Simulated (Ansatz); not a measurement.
## Amorphous Si$_{24}$O$_{51}$Al$_{2}$

The cell was made by melting and quenching with the CHGNet potential and then relaxed with DFT. O atoms were pushed apart under 1.9 Å during the dynamics, to hinder bonds among them. The hot cell started wider than the set density and was brought back towards it in steps. It is the lowest in DFT energy of 2 quenches. It is a model cell: composition and starting density were chosen by hand, and all elements were melted together. No dispersion term was used. Cycles of charging and discharging annealed it further.

Methods: PBE, scalar-relativistic without spin-orbit coupling (Ansatz, a program for electronic structure); r2SCAN, scalar-relativistic without spin-orbit coupling (Ansatz); HSE06, scalar-relativistic without spin-orbit coupling (Ansatz). Geometry, pressure, stress and energy are those of the PBE run. Its sampling: a 2×2×2 Γ-centred mesh; Fermi-Dirac width 0.02 eV; no spin polarisation. Other functionals are single points at the zone centre (r2SCAN at 500 eV; exact exchange cut at the cell's faces), free to take moments where seeds were set. At PBE the levels at the filled edge of the gap are localised (band-tail or defect states), and the nearest spread-out levels lie 4.5 eV apart at the zone centre.

The number of atoms in the cell comes out as 77 and the density (held, not predicted) is 2.24 g/cm³. The volume per atom comes out as 14.86 Å^3. The pressure on a 2×2×2 Γ-centred mesh comes out as -1.47 GPa and the largest force and stress component on that mesh (the relaxation ran on the zone centre alone) is 0.02 eV/Å and 2.5 GPa. The energy relative to alpha cristobalite + corundum (lowest mix at this level among the phases computed, not always the ambient ones) is 0.098 eV/atom and the level gap on a 2×2×2 Γ-centred mesh (PBE) is 4.02 eV. The level gap at the zone centre (PBE) is 4.02 eV and the level gap at the zone centre (r2SCAN) is 4.73 eV. The level gap at the zone centre (HSE06) comes out as 5.84 eV.

Cut-offs for bonds: Si-Si 2.60 Å, Si-O 2.02 Å, Si-Al 2.55 Å, O-O 1.58 Å, O-Al 2.24 Å, Al-Al 2.66 Å. Two cations that share two anions don't count as bonded, nor two that share one unless they lie closer than Si-Si 2.38 Å, Si-Al 2.48 Å, Al-Al 2.59 Å.

The mean coordination of Si by anions is 4.00 (24 with 4) and the mean coordination of O is 2.04 (49 with 2, 2 with 3). The mean coordination of Al by anions is 4.00 (2 with 4), the mean Si-O bond is 1.643 Å (spread 0.043 Å, 96 counted) and the mean O-Al bond is 1.791 Å (spread 0.126 Å, 8 counted).

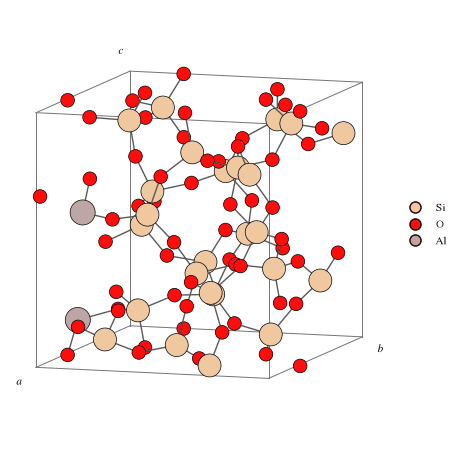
*The relaxed cell*

Its density started from a set value of 2.24 g/cm³. Cooling (nominally 480 K/ps over its main leg) ran many orders faster than in experiment, which tends to leave more defects and strain. One small periodic cell is one sample of the glass; other quenches scatter about these values. The volume was held where the preparation left it and the shape relaxed, at a PBE pressure of -1.5 GPa (tension). Stress components on the final sampling reach 2.5 GPa. Cycles of charging lowered its energy after that relaxation.
